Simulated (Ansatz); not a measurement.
The parent structure is NaCl in the rock salt structure (space group Fm-3m, No. 225; a = 5.6956 Å).

Structures relaxed with Ansatz (a first-principles code), PBE, PAW, cutoff 420 eV, no SOC, earlier PAW set.

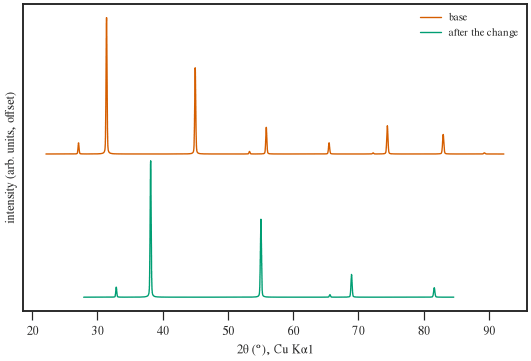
Fig. 1. Simulated powder patterns before (top) and after one change

Problem. Which change produced these results?
A. pressure 50 GPa
B. pressure 30 GPa
C. pressure 7 GPa
D. pressure −1 GPa

Solution. A, pressure 50 GPa. Its volume per atom is 13.10 Å³ against 23.10 Å³, and its space group is Fm-3m (No. 225).

Load acts through the strain it causes; cell and atoms are relaxed under it. Stability against distortions was not tested. Competing high-pressure phases were not computed.
